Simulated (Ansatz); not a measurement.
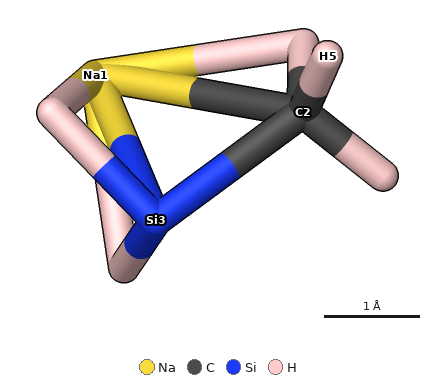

**Figure 1.** The structure as given in the input (stick view, seen at a tilt; atoms are numbered from 1 in the order of the input). Sticks mark near contacts. Bond lengths as drawn: C–H 1.09 to 1.10 Å, C–Na 2.76 Å, C–Si 1.98 Å, H–Na 2.16 to 2.36 Å, H–Si 1.58 Å and Na–Si 2.72 Å.

# Run report: CH$_{5}$NaSi, single-point calculation

CH$_{5}$NaSi, computed with RKS PBE0-D4/def2-TZVPP (Ansatz 0.2.0).

The geometry comes from this level: PBE0-D4/def2-TZVP.

The input
```yaml
crystal:
  periodic: [false, false, false]
  atoms:
    - {symbol: Na, position_ang: [-2.082620, -0.184135, 0.513248]}
    - {symbol: C, position_ang: [0.125845, 0.335037, -1.067059]}
    - {symbol: Si, position_ang: [0.620811, -0.290029, 0.745747]}
    - {symbol: H, position_ang: [-0.908398, 0.470205, -1.426285]}
    - {symbol: H, position_ang: [0.608757, 1.305704, -1.214093]}
    - {symbol: H, position_ang: [-0.370586, 0.643949, 1.537476]}
    - {symbol: H, position_ang: [0.589080, -0.352895, -1.780638]}
    - {symbol: H, position_ang: [-0.391430, -1.495827, 0.805241]}
basis:
  gaussian: {orbitals: def2-TZVPP}
hamiltonian: {xc: pbe0, dispersion: d4}
output: {orbitals: {seedname: orbitals}}
```

Run as:
```bash
ansatz run in.yaml --threads 2 --pin off --events-out ev --progress --plain --max-ram 4352MiB
```

Output
```
Functional definition: PBE0
  name "PBE0"
  cite "Adamo & Barone, J. Chem. Phys. 110, 6158 (1999) doi:10.1063/1.478522"
  cite "Perdew, Burke & Ernzerhof, Phys. Rev. Lett. 77, 3865 (1996) doi:10.1103/PhysRevLett.77.3865"
  parent pbe
  parameter a = 0.25
  parameter kappa = 0.804
  parameter beta = 0.06672455060314922
  exchange = (1 - a)*pbe_x(kappa = kappa, mu = beta*pi^2/3) + a*exact_x
  correlation = pbe_c(beta = beta)
1052 factors; their error is unknown
mean field evaluation 1: about -13398.3769 eV, gradient 5.1e1 eV
mean field evaluation 2: about -13393.8612 eV, gradient 6.1e1 eV
mean field evaluation 4: about -13404.7861 eV, gradient 2.0e0 eV
mean field evaluation 8: about -13404.7965 eV, gradient 1.0e-1 eV
mean field evaluation 16: about -13404.8351 eV, gradient 2.7e-5 eV
mean field -13404.83514391 eV, -492.6186054152 hartree, gradient 2.7e-5 eV, S^2 0.000000; 0 other end points of the search recorded, 0 dependent functions left out
reference -13404.83519301 eV, -492.6186072196 hartree; 18, 18 occupied and 157, 157 virtual orbitals, 1052 factors
Total energy: -13404.95916555 eV, -492.6231631262 hartree
```

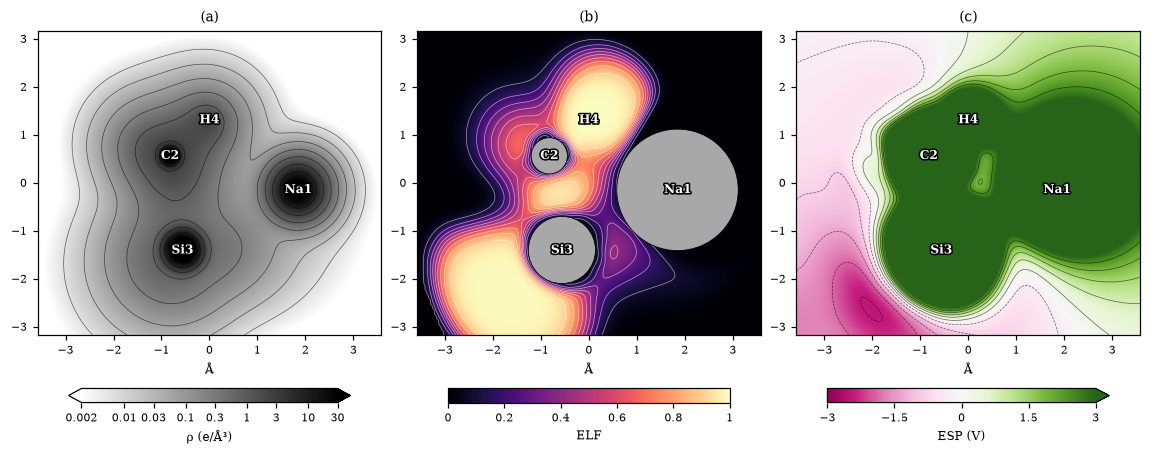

**Figure 2.** (a) total electron density; (b) ELF; (c) electrostatic potential on the plane of atoms Na1, Si3 and C2. Grey discs, where drawn, cover atomic cores. The section cuts through Na, C, Si and H sites. Na–Si (2.72 Å): ρ at the midpoint is about 0.17 e/Å³; the ELF is about 0.20 at the midpoint, which marks a largely ionic contact. C–Na (2.76 Å): ρ at the midpoint is about 0.12 e/Å³; the ELF peaks at about 0.75 in the valence shell of C, 0.8 Å from its nucleus, and is about 0.20 at the midpoint (two separate closed shells).

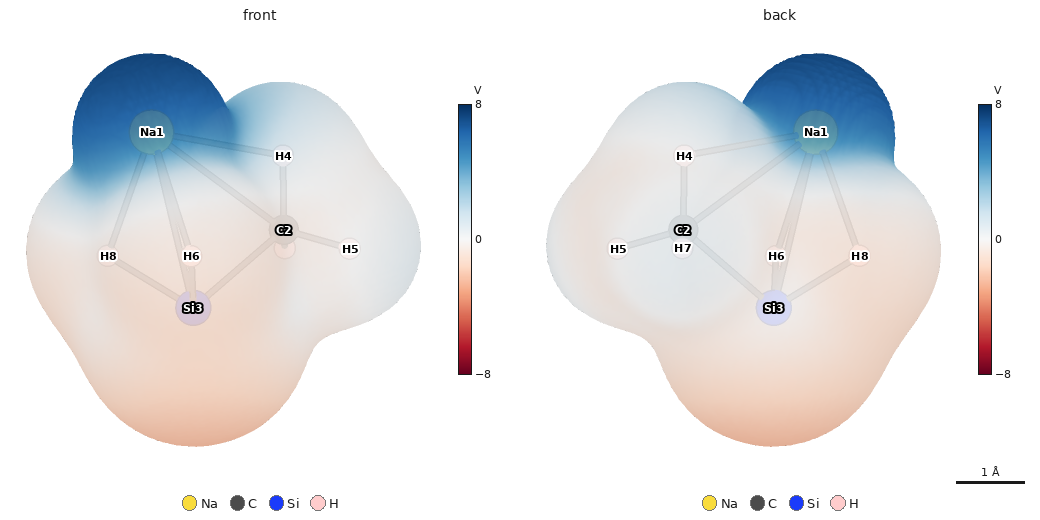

**Figure 3.** The electrostatic potential painted on the density surface at 0.004 e/bohr³, seen at a tilt and from behind; the colour scale runs from red (negative) to blue (positive). A positive charge is drawn to the negative regions and a negative charge to the positive ones.

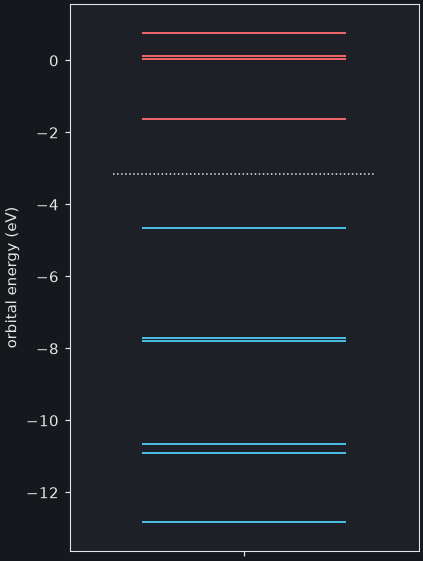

**Figure 4.** Orbital energies near the frontier; the dotted line parts filled from empty levels, and levels within 0.02 eV of each other stand side by side. Highest filled −4.66 eV, lowest empty −1.63 eV, 3.03 eV apart.

Results in brief

```csv
quantity,value
outcome,converged
total energy,−13404.9592 eV
mean-field energy,−13404.8352 eV
dispersion energy,−0.1240 eV
SCF solution under orbital rotations,stable
HOMO,−4.66 eV
LUMO,−1.63 eV
hardware,"2 threads of Arm Neoverse V2, 95 GiB of memory available, shared host"
wall time,2.9 s (CPU time 5.5 s)
peak memory,0.31 GiB
```
